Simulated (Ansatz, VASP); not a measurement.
## Pd (Palladium): VASP beside Ansatz

Wanted: the spread between two codes on one cell, functional and k mesh.

Main program and level: Ansatz 0.2.0; plane waves, with VASP 6.6.1 beside it; relaxation of cell and atoms at PBE with D3(BJ).

### 1. Set-up

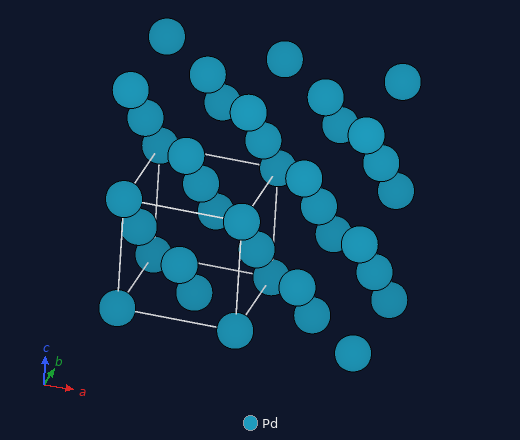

The cell as given, from a free direction (palladium blue). 2×1×2 cells are drawn. This picture shows the conventional cell, with its axes. Some periodic images of atoms are drawn too.

Coordinates:

```cif
data_structure
_symmetry_space_group_name_H-M 'P 1'
_symmetry_Int_Tables_number 1
_cell_length_a 2.7528
_cell_length_b 2.7528
_cell_length_c 2.7528
_cell_angle_alpha 60.000
_cell_angle_beta 60.000
_cell_angle_gamma 60.000
_cell_volume 14.75
loop_
_atom_site_label
_atom_site_type_symbol
_atom_site_fract_x
_atom_site_fract_y
_atom_site_fract_z
_atom_site_occupancy
Pd1 Pd 0.00000 0.00000 0.00000 1
```

### 2. VASP: relaxation of cell and atoms, PBE with D3(BJ)

The relaxed volume is the usual yardstick between codes: its relative difference is about their pressure difference at one cell divided by the bulk modulus.

Lines of VASP's logs that name or quote its potential files are left out, and so is its time.

File INCAR:

```
SYSTEM = Pd
PREC = Accurate
ENCUT = 520
EDIFF = 1E-06
NELM = 100
ISMEAR = -1
SIGMA = 0.05
LREAL = .FALSE.
ALGO = Normal
GGA = PE
IVDW = 12
NBANDS = 11
LORBIT = 11
LWAVE = .FALSE.
LCHARG = .FALSE.
KPAR = 2
IBRION = 2
NSW = 60
ISIF = 3
EDIFFG = -0.01
```

File POSCAR:

```
Pd
1.0
    0.0000000000      1.9465000000      1.9465000000
    1.9465000000      0.0000000000      1.9465000000
    1.9465000000      1.9465000000      0.0000000000
Pd
1
Direct
    0.0000000000      0.0000000000      0.0000000000
```

File KPOINTS:

```
Automatic mesh
0
Gamma
10 10 10
0 0 0
```

The projector-augmented-wave data sets are Pd (PBE family, release 64).

Command:

```sh
> mpirun -np 2 vasp_std
```

Numbers of over 12 decimals in the logs are rounded to 6 here.

Output:

```text
[banner, memory and clock lines left out]
running    2 mpi-ranks, on    1 nodes
 distrk:  each k-point on    1 cores,    2 groups
 distr:  one band on    1 cores,    1 groups

 POSCAR found type information on POSCAR Pd
 POSCAR found :  1 types and       1 ions
 LDA part: xc-table for (Slater+PW92), standard interpolation
 POSCAR, INCAR and KPOINTS ok, starting setup
 FFT: planning ... GRIDC
 FFT: planning ... GRID_SOFT
 FFT: planning ... GRID
 WAVECAR not read
 entering main loop
       N       E                     dE             d eps       ncg     rms          rms(c)
DAV:   1     0.427627402395E+02    0.42763E+02   -0.52230E+03  1034   0.864E+02
DAV:   2    -0.493239552871E+01   -0.47695E+02   -0.46088E+02  1163   0.182E+02
DAV:   3    -0.549515563720E+01   -0.56276E+00   -0.56120E+00  1259   0.215E+01
DAV:   4    -0.549734273806E+01   -0.21871E-02   -0.21867E-02  1253   0.137E+00
DAV:   5    -0.549736496970E+01   -0.22232E-04   -0.22231E-04  1363   0.126E-01    0.775E+00
DAV:   6    -0.524118856999E+01    0.25618E+00   -0.10132E+00  1262   0.825E+00    0.379E+00
DAV:   7    -0.523037826752E+01    0.10810E-01   -0.24257E-02  1398   0.105E+00    0.193E+00
DAV:   8    -0.522681092570E+01    0.35673E-02   -0.12545E-03  1274   0.307E-01    0.930E-02
DAV:   9    -0.522679358345E+01    0.17342E-04   -0.86331E-05  1283   0.802E-02    0.254E-02
DAV:  10    -0.522679816893E+01   -0.45855E-05   -0.56398E-06  1299   0.214E-02    0.649E-03
DAV:  11    -0.522679757362E+01    0.59530E-06   -0.64791E-08   850   0.254E-03
   1 F= -.58948962E+01 E0= -.58874076E+01  d E =-.589490E+01
 curvature:   0.00 expect dE= 0.000E+00 dE for cont linesearch  0.000E+00
 trial: gam= 0.00000 g(F)=  0.938E-63 g(S)=  0.105E-02 ort = 0.000E+00 (trialstep = 0.100E+01)
 search vector abs. value=  0.105E-02
 bond charge predicted
       N       E                     dE             d eps       ncg     rms          rms(c)
DAV:   1    -0.523625962704E+01   -0.94615E-02   -0.34070E-01  1142   0.569E+00    0.926E-01
DAV:   2    -0.521799385278E+01    0.18266E-01   -0.80549E-02  1256   0.223E+00    0.217E-01
DAV:   3    -0.521785236194E+01    0.14149E-03   -0.94510E-04  1390   0.201E-01    0.130E-01
DAV:   4    -0.521788606637E+01   -0.33704E-04   -0.21029E-04  1242   0.111E-01    0.117E-02
DAV:   5    -0.521788538373E+01    0.68264E-06   -0.30126E-06  1247   0.146E-02
   2 F= -.58946207E+01 E0= -.58873108E+01  d E =0.275543E-03
 trial-energy change:    0.000276  1 .order    0.000266   -0.001045    0.001578
 step:   0.3934(harm=  0.3985)  dis= 0.00000  next Energy=    -5.895101 (dE=-0.205E-03)
 bond charge predicted
       N       E                     dE             d eps       ncg     rms          rms(c)
DAV:   1    -0.523041504128E+01   -0.12529E-01   -0.12643E-01  1193   0.347E+00    0.552E-01
DAV:   2    -0.522369228894E+01    0.67228E-02   -0.30191E-02  1196   0.135E+00    0.146E-01
DAV:   3    -0.522363224393E+01    0.60045E-04   -0.29294E-04  1387   0.115E-01    0.877E-02
DAV:   4    -0.522363012267E+01    0.21213E-05   -0.72666E-05  1232   0.625E-02    0.500E-03
DAV:   5    -0.522363067036E+01   -0.54769E-06   -0.76558E-07  1267   0.658E-03
   3 F= -.58951103E+01 E0= -.58876921E+01  d E =-.214055E-03
 curvature:  -0.20 expect dE=-0.362E-06 dE for cont linesearch -0.362E-06
 trial: gam= 0.00000 g(F)=  0.212E-62 g(S)=  0.182E-05 ort =-0.436E-04 (trialstep = 0.879E+00)
 search vector abs. value=  0.182E-05
 reached required accuracy - stopping structural energy minimisation
```

Parts of OUTCAR (step 2):

```text
ion  position               nearest neighbor table
   1  0.000  0.000  0.000-

  LATTYP: Found a face centered cubic cell.
 ALAT       =     3.8930000000

 Subroutine GETGRP returns: Found 48 space group operations
 (whereof 48 operations were pure point group operations)

The static configuration has the point symmetry O_h .

 Found     47 irreducible k-points:

   k-points           NKPTS =     47   k-points in BZ     NKDIM =     47   number of bands    NBANDS=     11

   dimension x,y,z NGX =    20 NGY =   20 NGZ =   20
   dimension x,y,z NGXF=    40 NGYF=   40 NGZF=   40

   ENCUT  =  520.0 eV  38.22 Ry    6.18 a.u.   5.12  5.12  5.12*2*pi/ulx,y,z

   NELECT =      10.0000    total number of electrons

 k-points in reciprocal lattice and weights: Automatic mesh
   0.00000000  0.00000000  0.00000000       0.001
   0.10000000  0.00000000  0.00000000       0.008
   0.20000000  0.00000000  0.00000000       0.008
   0.30000000  0.00000000  0.00000000       0.008
   0.40000000  0.00000000  0.00000000       0.008
   0.50000000  0.00000000  0.00000000       0.004
   0.10000000  0.10000000  0.00000000       0.006
   0.20000000  0.10000000  0.00000000       0.024
   0.30000000  0.10000000  0.00000000       0.024
[...]
-0.30000000  0.40000000  0.20000000       0.024
  -0.30000000  0.50000000  0.20000000       0.012

 Edisp (eV)   -0.67674

 average (electrostatic) potential at core
       1 -70.4315

 E-fermi :   9.8820

 k-point     1 :       0.0000    0.0000    0.0000
  band No.  band energies     occupation
    ...
      2       7.0091      2.00000
      3       7.0091      2.00000
      4       7.0091      2.00000
      5       8.6352      2.00000
      6       8.6352      2.00000
      7      27.0614      0.00000
      8      31.8647      0.00000
      9      31.8647      0.00000
     10      31.8647      0.00000
     11      36.0927      0.00000

 k-point     2 :       0.1000    0.0000    0.0000
  band No.  band energies     occupation
    ...
      2       6.8898      2.00000
      3       7.1281      2.00000
      4       7.1281      2.00000
      5       8.5832      2.00000
      6       8.5832      2.00000
      7      27.4048      0.00000
      8      29.8879      0.00000
      9      32.2773      0.00000
     10      32.2773      0.00000
     11      36.1635      0.00000

 k-point     3 :       0.2000    0.0000    0.0000
  band No.  band energies     occupation
    ...
      2       6.7736      2.00000
      3       7.3097      2.00000
      4       7.3097      2.00000
      5       8.6165      2.00000
      6       8.6165      2.00000
      7      26.1902      0.00000
      8      28.2953      0.00000
      9      33.2551      0.00000
     10      33.2551      0.00000
     11      35.7709      0.00000

 Edisp (eV)   -0.67148

  Total       0.00354     0.00354     0.00354     0.00000     0.00000     0.00000
  in kB       0.38683     0.38683     0.38683     0.00000     0.00000     0.00000
  external pressure =        0.39 kB  Pullay stress =        0.00 kB

  energy-cutoff  :      520.00
  volume of cell :       14.68
      direct lattice vectors                 reciprocal lattice vectors
     0.000000000  1.943360142  1.943360142    -0.257286331  0.257286331  0.257286331
     1.943360142  0.000000000  1.943360142     0.257286331 -0.257286331  0.257286331
     1.943360142  1.943360142  0.000000000     0.257286331  0.257286331 -0.257286331

 POSITION                                       TOTAL-FORCE (eV/Angst)
 -----------------------------------------------------------------------------------
      0.00000      0.00000      0.00000        -0.000000     -0.000000     -0.000000
 -----------------------------------------------------------------------------------
    total drift:                               -0.000000     -0.000000     -0.000000

  FREE ENERGIE OF THE ION-ELECTRON SYSTEM (eV)
  ---------------------------------------------------
  free  energy   TOTEN  =        -5.8951102622 eV

  energy  without entropy=       -5.8802739187  energy(sigma->0) =       -5.88769209

 reached required accuracy - stopping structural energy minimisation

 total charge
# of ion       s       p       d       tot
------------------------------------------
    1        0.490   0.481   8.482   9.453

[... 3 further parts left out ...]
```

CONTCAR:

```
Pd
   1.00000000000000
     0.0000000000000000    1.9433601423315345    1.9433601423315345
     1.9433601423315345    0.0000000000000000    1.9433601423315345
     1.9433601423315345    1.9433601423315345    0.0000000000000000
  Pd
     1
Direct
     0.0000000000000000    0.0000000000000000    0.0000000000000000
```

### 3. Ansatz: relaxation of cell and atoms, PBE with D3(BJ)

Ansatz runs on its default PAW (the set named soft_2) files.

The same cell, functional, mesh and smearing now go to Ansatz, which takes its cutoff from its data sets.

File input.yaml:

```yaml
crystal:
  lattice:
    - [0.0, 1.9465, 1.9465]
    - [1.9465, 0.0, 1.9465]
    - [1.9465, 1.9465, 0.0]
  atoms:
    - { symbol: Pd, position: [0.0, 0.0, 0.0] }
hamiltonian:
  xc: pbe
  pseudopotentials: { kind: paw }
  dispersion: d3bj
kpoints:
  mp_grid: { grid: [10, 10, 10] }
scf:
  occupations: { method: fermi_dirac, width: 0.05 }
relax:
  f_tol: 0.01
  max_steps: 60
  cell: { stress_tol: 0.05 }
output:
  forces: true
  stress: true
```

Command:

```sh
> ansatz run input.yaml --threads 4 --pin off --max-ram 9216MiB --backend cpu --events-out ev --progress --plain --runs-dir out
```

Output:

```text
Engine: ansatz 0.2.0, x86_64-unknown-linux-gnu
Pseudopotentials: kind: paw
Pseudopotential: Pd, paw, valence charge 18, recommended cutoff 420 eV (normal), Pd.paw.azcp
Functional definition: PBE
  parameter kappa = 0.804
  parameter beta = 0.066725
  exchange = pbe_x(kappa = kappa, mu = beta*pi^2/3)
  correlation = pbe_c(beta = beta)
Crystal: 1 atoms, lattice volume = 14.750 Å³
Basis set: ecut = 420 eV, 283 PW (Γ), exchange–correlation on 40×40×40 points (8 copies of the dense FFT grid, shifted against one another)
Bands: 13, of which v1, the nominal top of the filled ones, is band 9 counted from 1 (8 counted from 0)
Symmetry: 48 space group operations
Space group: Fm-3m (ITA 225), of the structure as read, at distance tolerance 2.5e-5 Å
k-points: 47 of 1000
Non-local potential: Pd, projectors of the file, l = 0: 2, l = 1: 2, l = 2: 2, l = 3: 1
PAW form: soft (Blöchl's): semilocal exchange-correlation on the pseudo side does not see the compensation charge
PAW one-centre angular grid: Pd, 590 points (default); XC on 64 Gauss nodes
Initial density: superposition of atomic densities (neutral atoms: chi_scale 0, normalization atom), corrected by the library's trained network
Initial wavefunctions: pseudopotential atomic-orbital guess
Functional: x = pbe(κ = 0.804, μ = 0.219515), c = pbe(β = 0.066725)
SCF iter   1: F=—  HF=-6973.526548 eV  |F-HF|=—  |Δ(HF+E_count)|=         —  Δρ=4.14e-3  dr2=2.02e-3  ethr=1.77e-3  ⟨swp⟩=5.4  Hψ=3557  notcnv=0
preconditioner: auto → none  [metal: Δε(μ)=0.038 eV  Ē_g=14.276 eV  σ=0.050 eV  W_gap=0.19  n_scr=8 (ndim 8)  ℏωp=30.6 eV  f_vac=0.000  D(μ)=1.76/eV (n_scr^D=26)  sad-step TF]
SCF iter   2: F=—  HF=-6973.526209 eV  |F-HF|=—  |Δ(HF+E_count)|=   3.39e-4  Δρ=1.68e-3  dr2=2.23e-4  ethr=1.12e-5  ⟨swp⟩=1.2  Hψ=1009  notcnv=0
SCF iter   3: F=—  HF=-6973.526282 eV  |F-HF|=—  |Δ(HF+E_count)|=   7.25e-5  Δρ=4.63e-4  dr2=1.62e-5  ethr=1.24e-6  ⟨swp⟩=1.2  Hψ=660  notcnv=0
SCF iter   4: F=—  HF=-6973.526286 eV  |F-HF|=—  |Δ(HF+E_count)|=   4.22e-6  Δρ=4.48e-5  dr2=1.71e-7  ethr=9.00e-8  ⟨swp⟩=2.7  Hψ=887  notcnv=0
iter 5 did not close the SCF: its close was put off for the readings that it lacked (scf_convergence_deferred on its scf_iter line)
SCF iter   5: F=-6973.526286 eV  HF=-6973.526286 eV  |F-HF|=1.54e-10  |Δ(HF+E_count)|=   4.67e-8  Δρ=2.81e-6  dr2=3.49e-10  ethr=9.52e-10  ⟨swp⟩=2.9  Hψ=1039  notcnv=0
SCF iter   6: F=-6973.526286 eV  HF=-6973.526286 eV  |F-HF|=1.82e-12  |Δ(HF+E_count)|=  1.71e-10  Δρ=3.07e-7  dr2=7.75e-12  ethr=1.94e-12  ⟨swp⟩=1.0  Hψ=1803  notcnv=0
SCF 1 converged in 6 iterations: F = -6973.526286 eV  dr2 = 7.75e-12
  greatest PAW one-centre occupation: 0.999 electrons in one spin orbital (limit 2), on the Pd atom at site 0 (counted from 0), in its partial waves of l = 0
relax step   1: F+E_penalty+E_count = -6973.52628631 eV  Δ(F+E_penalty+E_count) = +0.000e0 eV  max|allowed force component| = 0.000e0 eV/Å  Δτ_max = 0.0000 Å  P = -0.584 GPa  Ω = 14.750 Å³  (6 SCF iters, dr2 threshold 1.00e-7 eV, accepted)
[...]
relax step   2: F+E_penalty+E_count = -6973.52635994 eV  Δ(F+E_penalty+E_count) = -7.363e-5 eV  max|allowed force component| = 0.000e0 eV/Å  Δτ_max = 0.0000 Å  P = +0.422 GPa  Ω = 14.673 Å³  energy of the carried Pulay correction = +3.346e-5 eV  (5 SCF iters, dr2 threshold 1.00e-7 eV, accepted)
[...]
relax step   3: F+E_penalty+E_count = -6973.52638774 eV  Δ(F+E_penalty+E_count) = -2.780e-5 eV  max|allowed force component| = 0.000e0 eV/Å  Δτ_max = 0.0000 Å  P = -0.004 GPa  Ω = 14.705 Å³  energy of the carried Pulay correction = +1.944e-5 eV  (4 SCF iters, dr2 threshold 1.00e-7 eV, accepted)
[...]
relax step   4: F+E_penalty+E_count = -6973.52637615 eV  Δ(F+E_penalty+E_count) = +1.158e-5 eV  max|allowed force component| = 0.000e0 eV/Å  Δτ_max = 0.0000 Å  P = -0.003 GPa  Ω = 14.705 Å³  stress off target by 2.83e-3 GPa  SCF on the basis re-selected at this cell (its energy is not comparable with the rows above)  (4 SCF iters)
basis re-selected at this cell: Δ(F+E_penalty+E_count) = +1.158e-5 eV, ΔP = +0.001 GPa vs the last step (what re-selecting the basis moved, of the pressure what is left beyond the Pulay correction that the steps carried, after the strain that the cell walked since its last selection, with what the two solves' SCF thresholds leave and, on support functions, any second-order correction that the steps lacked; it is no measure of the basis error at this ecutwfc). This SCF's stress stands 2.83e-3 GPa from its target on what of the cell is left free (relax.cell.stress_tol is 5.00e-2 GPa) and its largest allowed force component is 0.00e0 eV/Å (relax.f_tol is 1.00e-2 eV/Å): [rest of the remark cut]
SCF converged after 4 iterations
Free energy (F): -6973.526376 eV
Harris-Foulkes:  -6973.526376 eV  (|F-HF|=1.82e-12)
Internal energy: -6973.511590 eV  (E = F + TS)
E sigma→0 (E₀):  -6973.518983 eV
Entropy (-TS):   -0.014786 eV (-14.786 meV/atom)
Fermi energy:    19.919480 eV
--- Per-component energies (eV) ---
  E_band       = -135.023165
  E_kinetic    = 514.144224
  E_local      = -1744.822663  (includes V_loc(G=0)·N_el)
  E_nonlocal   = 217.131928
  E_hartree    = 709.962585
  E_xc         = -168.930904
  E_vxc        = -211.980367  (∫ρ·V_xc dr)
  E_paw        = -3750.235611  (= ΣΔE_a)
  E_vpaw       = -329.421691  (= ΣTr[D̂ρ^β])
  E_aug_tail   = 0.000232  (compensation charges beyond the density's cutoff)
  E_ewald      = -2750.090998
  E_disp       = -0.670383  (pairwise vdW)
  E_smearing   = -0.014786  (= −TS)
  E_closure    = -0.000000  (closes the sum)
  Σ components = -6973.526376   (vs F -6973.526376, Δ=0.00e0)
--- Forces (eV/Å), atoms counted from 1 ---
  atom   1  Pd    -0.00000000     0.00000000    -0.00000000
  max |Σ_I F_I| component: 2.47e-32 eV/Å
--- Stress (GPa, compression-positive) ---
       -0.002831      -0.000000      -0.000000
       -0.000000      -0.002831      -0.000000
       -0.000000      -0.000000      -0.002831
  P = ⅓ Tr σ = -0.0028 GPa (-0.028 kbar)
--- Relaxed structure (3 steps of the walk, 3 accepted, 1 SCFs on fresh bases) ---
  F+E_penalty+E_count = -6973.52637615 eV   max|allowed force component| = 0.000e0 eV/Å   (the final SCF, on the basis selected at the relaxed cell)
  cell:  # Å, volume = 14.7054 Å³
    - [0, 1.944536, 1.944536]
    - [1.944536, 0, 1.944536]
    - [1.944536, 1.944536, 0]
  atoms:
    - { symbol: Pd, position: [0.0, 0.0, 0.0] }
```

The job ended after 1.6 s (4 threads of AMD EPYC 9R14 (Zen 4), shared host; peak memory 0.34 GiB).

### 4. Differences

Known differences besides the PAW data sets themselves: both relaxations stop at a tolerance, which leaves soft axes loose, and VASP keeps its plane-wave basis; the data sets hold 18 valence electrons in Ansatz (default PAW (the set named soft_2) files) and 10 in VASP; the cutoff is 420 eV in Ansatz and 520 eV in VASP; VASP leaves aspherical gradient terms in its spheres out (LASPH is not set), Ansatz keeps them; Ansatz adds a Pulay correction to the stress that steers its cell, VASP none. Total energies have different zeros and are not compared.

The two programs side by side:

| quantity | Ansatz | VASP | difference |
| --- | --- | --- | --- |
| volume (Å³) | 14.71 | 14.68 | +0.18 % |
| edge a after relaxation, in the typed setting (Å) | 2.750 | 2.748 | +0.06 % |

The walks stopped with 0.00 GPa left in Ansatz and 0.04 GPa in VASP; each walk ends within a tolerance, so the volume difference is uncertain by about these residues over the bulk modulus, most in soft cells.

### 5. Results

```
difference in volume (relaxation of cell and atoms, PBE with D3(BJ)) : 0.18 %
```

**Reading.** The difference in volume is 0.18 % (relaxation of cell and atoms, PBE with D3(BJ)), within the 1.2 % picked in this series as the mark of a large difference, as far as the stopping tolerances let one tell. How closely two codes agree says nothing of how well the functional describes the real material.

[Lines on the potential files, build, host, timing and source positions are cut from VASP's logs without a mark.]

[Logs are printed without paths, hosts, clocks, repeated set-up lines and the standing remarks that a program may print on its own settings, such as how far it seeks lower states.]

[Hosts, paths, dates, database ids (printed as entryN), source tags and the programs' standing remarks are cut or masked in the printed files.]
